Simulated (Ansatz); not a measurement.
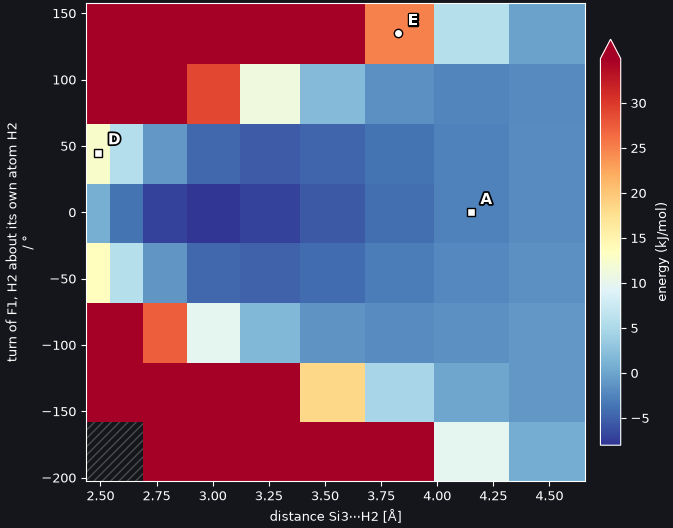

The pair FH···H₄Si. The turn is about an axis along (−0.14, 0.99, −0.01) in the frame of the relaxed pair, normal to the line between the partners. First axis: distance Si3···H2. Second axis: turn of F1, H2 about its own atom H2. Grid: 9 × 8 points. At 2 points there is no value (left out of the scan, as a rule where atoms come close). Points are written as (first, second). All energies are given in kJ/mol relative to the two partners far apart, frozen as in the relaxed pair, each in its own basis (no counterpoise correction). Energies and slopes of some neighbouring points disagree (a jump in structure or state, or too coarse a mesh). Theory: Ansatz, RKS wB97X-V/def2-SVPD.

Drawn: one coloured cell a grid point, one colour for all values above the top of the scale, hatched blanks where no value was computed, lettered points.

Is A the lowest point of the computed grid?

No. A lies 5 kJ/mol above the lowest grid point, which is at (2.997 Å, 0°).

Rank the lettered points by energy, lowest first.

A (−2.8 kJ/mol), D (13 kJ/mol), E (25 kJ/mol).
